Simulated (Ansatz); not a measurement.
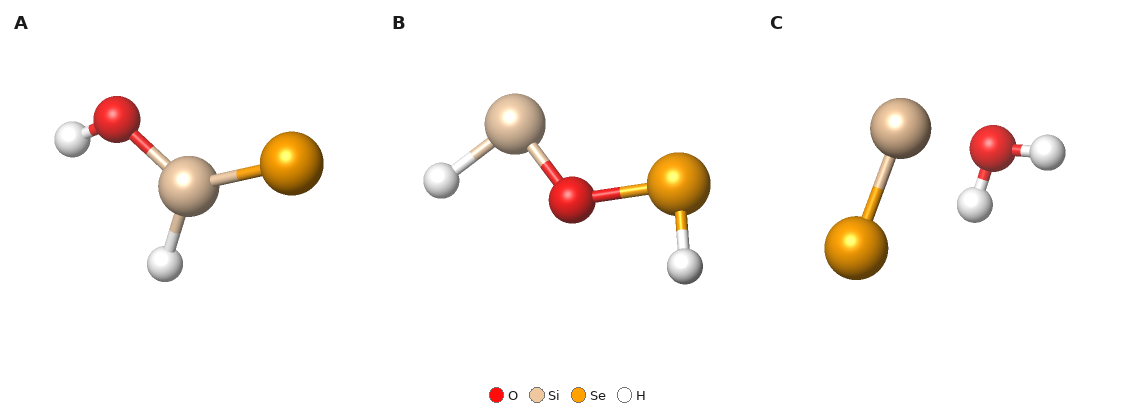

3 stationary structures of one formula. Geometries: PBE-D4/def2-SVP. Electronic energies: PBE-D4/def2-SVP (Ansatz 0.2.0), without zero-point energy. No frequency run is at hand to confirm each as a minimum.

Question: Which is lowest in energy, and by how much?

Answer: A is lowest (Cs); C lies 90.1 kJ/mol above it (C1), B lies 273.7 kJ/mol above it.
